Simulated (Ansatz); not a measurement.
H4Rb3 (charge −1)

| atom | x (Å) | y (Å) | z (Å) |
| --- | --- | --- | --- |
| Rb | 1.1058 | -1.9999 | 0.1039 |
| Rb | -2.2862 | 0.0338 | 0.1042 |
| Rb | 1.1715 | 1.9528 | 0.2326 |
| H | -0.0348 | -0.0559 | 1.7819 |
| H | -1.3770 | 2.5274 | -0.6891 |
| H | 2.8809 | -0.0243 | -0.6864 |
| H | -1.4603 | -2.4339 | -0.8471 |

Geometry: PBE0-D4/def2-TZVPD; core potentials replace the inner electrons of Rb.

These are results of RKS PBE0-D4/def2-TZVPD (Ansatz 0.2.0), not measurements.

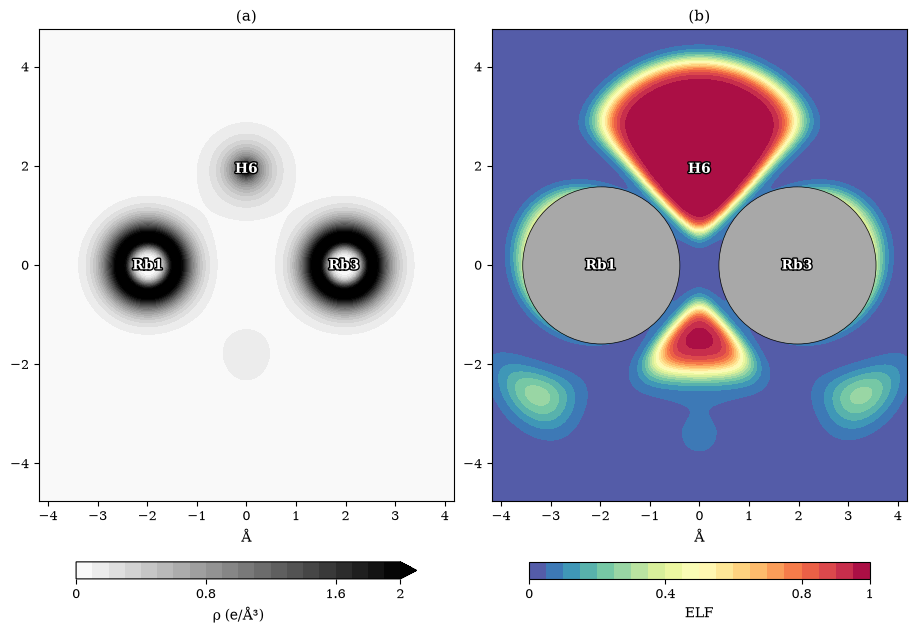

Figure 1. (a) electron density; (b) ELF on the plane of atoms Rb1, H6 and Rb3. Grey discs cover the atomic cores in the ELF map.

**What do the fields say about this system?**

- The section cuts through Rb and H sites.
- Rb–H (2.77 Å): the density is about 0.13 e/Å³ at the midpoint; the ELF climbs to about 1 towards the hydrogen.

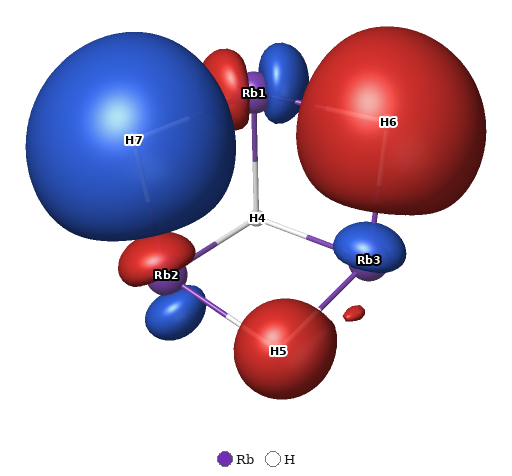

Figure 2. The HOMO at ±0.04 Å⁻³ᐟ² (blue and red are the two phases), seen at a tilt.

**Describe this orbital and give its energy.**

By Hirshfeld shares it lies mainly on H7 (about 45 %), H6 (about 25 %), Rb1 (about 10 %) and Rb2 (about 10 %). It is one of a degenerate set, so its orientation is arbitrary. Its energy is −1.09 eV.
